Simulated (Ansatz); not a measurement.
**TaHO (triplet): from Hartree-Fock to the top rungs, def2-TZVPP**

Aim: climb from Hartree-Fock through coupled cluster for TaHO (triplet) at one geometry and basis, and see what each rung misses.

Method: def2-TZVPP, core rule «outside noble gas», up to 5 orbitals frozen; program: Ansatz 0.2.0, Gaussian basis.

Plan: UHF; CCSD(T) on ROHF; CCSD(T) on UHF; CCSDT(Q) on ROHF; CCSDT(Q) on UHF.

10 further runs of the same task are left out: 4 for a known fault of the program, 6 set aside as unsound or not needed. Runs told in other sessions of the task aren't counted.

## Step 1: What is computed

The geometry is a PBE0/def2-TZVP stationary point (not a proven minimum). No spin-orbit coupling is included. Elements past krypton take def2 core potentials.

3 atoms, charge 0, spin multiplicity 3.

Atoms are counted from 1 here; the program's logs count them from 0.

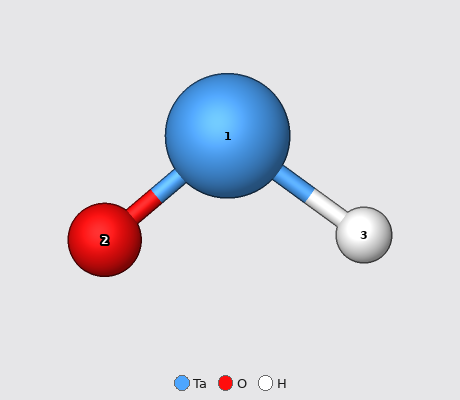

The geometry (tantalum blue, oxygen red, hydrogen white); atoms are numbered from 1 in the order of the file.

In the tables R marks a restricted open-shell determinant and U an unrestricted one; energies count from the table's Hartree-Fock row.

## Step 2: UHF

The input, in.yaml:

```yaml
crystal:
  periodic: [false, false, false]
  atoms:
    - {symbol: Ta, position_ang: [0.000000, -0.016196, 0.134207]}
    - {symbol: O, position_ang: [0.000000, 0.077043, -1.558659]}
    - {symbol: H, position_ang: [0.000000, 1.684643, 0.648045]}
basis:
  gaussian: {orbitals: def2-TZVPP}
magnetization: {spin_polarized: true, initial_magnetization: 2}
hamiltonian: {xc: hf}
output: {orbitals: {seedname: orbitals}}
```

Command:

```
> ansatz run in.yaml --threads 1 --pin off --events-out ev --progress --plain --max-ram 4096MiB --backend cpu
```

What it wrote:

```text
Functional definition: HF
  name "HF"
  cite "Fock, Z. Phys. 61, 126 (1930) doi:10.1007/BF01340294"
  parent pbe
  exchange = exact_x
  correlation = 0
775 factors; their error is unknown
mean field evaluation 1: about -3580.6542 eV, gradient 3.9e1 eV
mean field evaluation 2: about -3573.3033 eV, gradient 6.2e1 eV
mean field evaluation 4: about -3587.4470 eV, gradient 1.8e0 eV
mean field evaluation 8: about -3587.6659 eV, gradient 2.6e-1 eV
mean field evaluation 16: about -3587.7147 eV, gradient 1.5e-5 eV
mean field evaluation 32: about -3584.1837 eV, gradient 2.6e0 eV
mean field evaluation 64: about -3587.3426 eV, gradient 1.4e0 eV
mean field evaluation 96: about -3587.4421 eV, gradient 1.9e0 eV
mean field evaluation 128: about -3582.8588 eV, gradient 8.1e0 eV
mean field evaluation 160: about -3582.6858 eV, gradient 2.7e0 eV
mean field evaluation 192: about -3580.6560 eV, gradient 3.9e1 eV
mean field evaluation 224: about -3579.6227 eV, gradient 9.8e0 eV
mean field -3587.71469724 eV, -131.8460832833 hartree, gradient 7.3e-6 eV, S^2 2.036750; 4 other end points of the search recorded, 0 dependent functions left out
reference -3587.71469724 eV, -131.8460832833 hartree; 12, 10 occupied and 89, 91 virtual orbitals, 775 factors
Total energy: -3587.71469724 eV, -131.8460832833 hartree
```

Run time: 5.5 s. Hardware: 1 thread of AMD EPYC 7R13, shared host.

From the report: ⟨S²⟩ of the determinant 2.037 (pure triplet: 2.00).

## Step 3: CCSD(T) on ROHF

in.yaml: that of step 2 with these lines changed.

```diff
@@ -8,4 +8,3 @@
   gaussian: {orbitals: def2-TZVPP}
-magnetization: {spin_polarized: true, initial_magnetization: 2}
-hamiltonian: {xc: hf}
-output: {orbitals: {seedname: orbitals}}
+magnetization: {spin_polarized: false, initial_magnetization: 2}
+correlation: {method: ccsd_t, electrons: outside_noble_gas}
```

Command:

```
> ansatz run in.yaml --threads 2 --pin off --events-out ev --progress --plain --max-ram 24576MiB --backend cuda --devices 0, --max-vram 18GiB
```

What it wrote (excerpt; [...] marks lines left out):

```text
Functional definition: HF
  name "HF"
  cite "Fock, Z. Phys. 61, 126 (1930) doi:10.1007/BF01340294"
  parent pbe
[...]
640 factors; integrals over basis functions are off by at most 8.4e-4 eV
[...]
mean field -3587.58060998 eV, -131.8411556674 hartree, gradient 3.2e-6 eV, S^2 2.000000; 13 other end points of the search recorded, 0 dependent functions left out
[...]
determinant -3587.58060998 eV, -131.8411556674 hartree, with singles and doubles -3597.84312108 eV, -132.2182959942 hartree
determinant -3587.23058997 eV, -131.8282926692 hartree, with singles and doubles -3597.35053544 eV, -132.2001938056 hartree
determinant -3586.19325969 eV, -131.7901714846 hartree, with singles and doubles -3596.47093831 eV, -132.1678692072 hartree
determinant -3586.12666156 eV, -131.7877240483 hartree, with singles and doubles -3596.44434341 eV, -132.1668918626 hartree
determinant -3585.51188553 eV, -131.7651314458 hartree, with singles and doubles -3595.80218067 eV, -132.1432928173 hartree
determinant -3585.18440449 eV, -131.7530967398 hartree, with singles and doubles -3595.45728393 eV, -132.1306180958 hartree
determinant -3587.58060998 eV, -131.8411556674 hartree, with singles and doubles -3597.78833029 eV, -132.2162824695 hartree
determinant -3587.23058997 eV, -131.8282926692 hartree, with singles and doubles -3597.29700669 eV, -132.1982266604 hartree
5 core orbitals not correlated: weight in the atoms' cores, before any rotation towards them, 0.958 or more for the frozen orbitals, at most 0.036 for the correlated occupied ones
reference -3587.58060998 eV, -131.8411556674 hartree; 7, 5 occupied and 89, 91 virtual orbitals, 640 factors
second order -10.47541897 eV of doubles, -0.01655299 eV of singles
cycle   1  -10.20772032 eV  change   -2.1e-8 eV  update   5.5e-6
perturbative correction -0.62865083 eV, -0.0231024920 hartree
Total energy: -3598.41698114 eV, -132.2393849622 hartree
```

Run time: 9 s. Hardware: 1 × H100 (card shared with other runs) with 2 threads of AMD EPYC 7R13, shared host; peak host memory 0.81 GiB.

From the report: correlation -10.8364 eV; T1 0.042; largest double amplitude 0.06.

## Step 4: CCSD(T) on UHF

in.yaml: that of step 3 with these lines changed.

```diff
@@ -8,3 +8,3 @@
   gaussian: {orbitals: def2-TZVPP}
-magnetization: {spin_polarized: false, initial_magnetization: 2}
+magnetization: {spin_polarized: true, initial_magnetization: 2}
 correlation: {method: ccsd_t, electrons: outside_noble_gas}
```

Launched as before.

What it wrote (excerpt; [...] marks lines left out):

```text
Functional definition: HF
  name "HF"
  cite "Fock, Z. Phys. 61, 126 (1930) doi:10.1007/BF01340294"
  parent pbe
[...]
640 factors; integrals over basis functions are off by at most 8.4e-4 eV
[...]
mean field -3587.71474091 eV, -131.8460848881 hartree, gradient 3.2e-6 eV, S^2 2.036750; 15 other end points of the search recorded, 0 dependent functions left out
determinant -3587.71474091 eV, -131.8460848881 hartree, with singles and doubles -3597.89542252 eV, -132.2202180365 hartree
determinant -3587.34666726 eV, -131.8325584309 hartree, with singles and doubles -3597.39995401 eV, -132.2020099046 hartree
determinant -3586.29956329 eV, -131.7940780699 hartree, with singles and doubles -3596.50343745 eV, -132.1690635287 hartree
determinant -3586.29260050 eV, -131.7938221921 hartree, with singles and doubles -3596.48409491 eV, -132.1683527035 hartree
[...]
determinant -3584.88601081 eV, -131.7421309743 hartree, with singles and doubles -3594.97167015 eV, -132.1127721188 hartree
determinant -3584.30697847 eV, -131.7208519281 hartree, with singles and doubles -3592.67266175 eV, -132.0282851182 hartree
determinant -3587.71474091 eV, -131.8460848881 hartree, with singles and doubles -3597.85167654 eV, -132.2186104013 hartree
determinant -3587.34666726 eV, -131.8325584309 hartree, with singles and doubles -3597.35513446 eV, -132.2003628167 hartree
5 core orbitals not correlated: weight in the atoms' cores, before any rotation towards them, 0.954 or more for the frozen orbitals, at most 0.039 for the correlated occupied ones
reference -3587.71474091 eV, -131.8460848881 hartree; 7, 5 occupied and 89, 91 virtual orbitals, 640 factors
second order -10.40185756 eV of doubles, -0.00000000 eV of singles
cycle   1  -10.13693450 eV  change    1.1e-6 eV  update   6.2e-6
perturbative correction -0.62248102 eV, -0.0228757555 hartree
Total energy: -3598.47415643 eV, -132.2414861154 hartree
```

Run time: 13 s. Hardware: 1 × H100 (card shared with other runs) with 2 threads of AMD EPYC 7R13, shared host; peak host memory 0.83 GiB.

From the report: ⟨S²⟩ of the determinant 2.037 (pure triplet: 2.00); correlation -10.7594 eV; T1 0.038; largest double amplitude 0.06.

## Step 5: CCSDT(Q) on ROHF

in.yaml: that of step 4 with these lines changed.

```diff
@@ -8,3 +8,3 @@
   gaussian: {orbitals: def2-TZVPP}
-magnetization: {spin_polarized: true, initial_magnetization: 2}
-correlation: {method: ccsd_t, electrons: outside_noble_gas}
+magnetization: {spin_polarized: false, initial_magnetization: 2}
+correlation: {method: ccsdt_q, electrons: outside_noble_gas}
```

The command is unchanged.

What it wrote (excerpt; [...] marks lines left out):

```text
Functional definition: HF
  name "HF"
  cite "Fock, Z. Phys. 61, 126 (1930) doi:10.1007/BF01340294"
  parent pbe
[...]
1294 factors; integrals over basis functions are off by at most 3.0e-5 eV
[...]
mean field -3587.58062484 eV, -131.8411562133 hartree, gradient 5.2e-6 eV, S^2 2.000000; 12 other end points of the search recorded, 0 dependent functions left out
[...]
determinant -3587.58062484 eV, -131.8411562133 hartree, with singles and doubles -3597.84314537 eV, -132.2182968868 hartree
determinant -3587.23060458 eV, -131.8282932061 hartree, with singles and doubles -3597.35055864 eV, -132.2001946583 hartree
determinant -3586.19327635 eV, -131.7901720968 hartree, with singles and doubles -3596.47094993 eV, -132.1678696344 hartree
determinant -3586.12667732 eV, -131.7877246274 hartree, with singles and doubles -3596.44436318 eV, -132.1668925892 hartree
determinant -3585.51190254 eV, -131.7651320710 hartree, with singles and doubles -3595.80220541 eV, -132.1432937266 hartree
determinant -3585.18442302 eV, -131.7530974207 hartree, with singles and doubles -3595.45730131 eV, -132.1306187347 hartree
determinant -3587.58062484 eV, -131.8411562133 hartree, with singles and doubles -3597.78833780 eV, -132.2162827457 hartree
determinant -3587.23060458 eV, -131.8282932061 hartree, with singles and doubles -3597.29701324 eV, -132.1982269012 hartree
[...]
5 core orbitals not correlated: weight in the atoms' cores, before any rotation towards them, 0.958 or more for the frozen orbitals, at most 0.036 for the correlated occupied ones
reference -3587.58062484 eV, -131.8411562133 hartree; 7, 5 occupied and 89, 91 virtual orbitals, 1294 factors
second order -10.47543283 eV of doubles, -0.01655300 eV of singles
cycle   1  -9.43484649 eV  change     1.1e0 eV  update   2.0e-1
[...]
cycle  28  -10.83467690 eV  change    4.8e-7 eV  update   1.0e-6
perturbative correction 0.00793028 eV, 0.0002914325 hartree
Total energy: -3598.40737146 eV, -132.2390318130 hartree
```

Wall time 2.1 min (1 × H100 (card shared with other runs) with 2 threads of AMD EPYC 7R13, shared host); peak host memory 1.2 GiB.

From the report: correlation -10.8267 eV; T1 0.043; largest double amplitude 0.07.

## Step 6: CCSDT(Q) on UHF

in.yaml: that of step 5 with these lines changed.

```diff
@@ -8,3 +8,3 @@
   gaussian: {orbitals: def2-TZVPP}
-magnetization: {spin_polarized: false, initial_magnetization: 2}
+magnetization: {spin_polarized: true, initial_magnetization: 2}
 correlation: {method: ccsdt_q, electrons: outside_noble_gas}
```

Same command.

What it wrote (excerpt; [...] marks lines left out):

```text
Functional definition: HF
  name "HF"
  cite "Fock, Z. Phys. 61, 126 (1930) doi:10.1007/BF01340294"
  parent pbe
[...]
1294 factors; integrals over basis functions are off by at most 3.0e-5 eV
[...]
mean field -3587.71475589 eV, -131.8460854384 hartree, gradient 5.5e-6 eV, S^2 2.036750; 15 other end points of the search recorded, 0 dependent functions left out
determinant -3587.71475589 eV, -131.8460854384 hartree, with singles and doubles -3597.89544626 eV, -132.2202189091 hartree
determinant -3587.34668207 eV, -131.8325589752 hartree, with singles and doubles -3597.39997700 eV, -132.2020107494 hartree
determinant -3586.29957985 eV, -131.7940786782 hartree, with singles and doubles -3596.50345662 eV, -132.1690642332 hartree
determinant -3586.29261619 eV, -131.7938227686 hartree, with singles and doubles -3596.48411676 eV, -132.1683535064 hartree
[...]
determinant -3584.30699354 eV, -131.7208524819 hartree, with singles and doubles -3592.67267972 eV, -132.0282857786 hartree
determinant -3587.71475589 eV, -131.8460854384 hartree, with singles and doubles -3597.85168449 eV, -132.2186106936 hartree
determinant -3587.34668207 eV, -131.8325589752 hartree, with singles and doubles -3597.35514121 eV, -132.2003630647 hartree
5 core orbitals not correlated: weight in the atoms' cores, before any rotation towards them, 0.954 or more for the frozen orbitals, at most 0.039 for the correlated occupied ones
reference -3587.71475589 eV, -131.8460854384 hartree; 7, 5 occupied and 89, 91 virtual orbitals, 1294 factors
second order -10.40187043 eV of doubles, -0.00000000 eV of singles
cycle   1  -9.38167813 eV  change     1.0e0 eV  update   2.0e-1
[...]
cycle  26  -10.76067195 eV  change   -4.9e-7 eV  update   1.4e-6
perturbative correction -0.03649233 eV, -0.0013410683 hartree
Total energy: -3598.51192017 eV, -132.2428739071 hartree
```

It took 79 s on 1 × H100 (card shared with other runs) with 2 threads of AMD EPYC 7R13, shared host; peak host memory 1.1 GiB.

From the report: ⟨S²⟩ of the determinant 2.037 (pure triplet: 2.00); correlation -10.7972 eV; T1 0.040; largest double amplitude 0.07.

## Step 7: Misses and costs

No level here is safe as a reference; RCCSDT(Q) serves as a yardstick only. Rows without a time are mean-field rows or come out of runs for another level: lower rungs of the coupled-cluster runs, or the Hartree-Fock search.

Differences are taken before rounding.

```tsv
method	energy from the lowest ROHF (kcal/mol)	from RCCSDT(Q) (kcal/mol)	time
ROHF	0.00	+249.67	
UHF	-3.09	+246.58	
RMP2	-241.95	+7.72	
UMP2	-242.97	+6.71	
RCCSD	-235.40	+14.28	
UCCSD	-236.86	+12.81	
RCCSD(T)	-249.89	-0.22	9 s
UCCSD(T)	-251.21	-1.54	13 s
RCCSDT	-249.85	-0.18	
UCCSDT	-251.24	-1.57	
RCCSDT(Q)	-249.67	0	2.1 min
UCCSDT(Q)	-252.08	-2.41	79 s
```

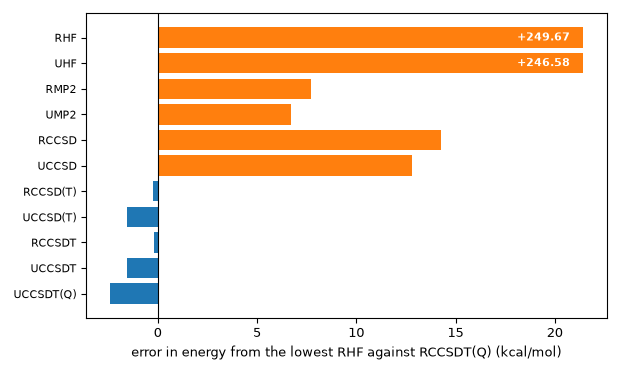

Error of each method against RCCSDT(Q). Bars with a number in them are cut short.

## Step 8: Summary of results

```
                     quantity            value
RCCSDT(Q) from the ROHF energy      -10.8268 eV
          RMP2 from RCCSDT(Q)   +7.72 kcal/mol
          UMP2 from RCCSDT(Q)   +6.71 kcal/mol
         RCCSD from RCCSDT(Q)  +14.28 kcal/mol
      RCCSD(T) from RCCSDT(Q)   -0.22 kcal/mol
      UCCSD(T) from RCCSDT(Q)   -1.54 kcal/mol
     UCCSDT(Q) from RCCSDT(Q)   -2.41 kcal/mol
                T1 diagnostic            0.042
```

In words: RCCSD(T) misses by -0.22 kcal/mol, 0.1 % of the correlation energy. CCSD(T) misses by -0.22 kcal/mol on the restricted determinant and by -1.54 kcal/mol on the unrestricted one; the two need not hold the same state or core.
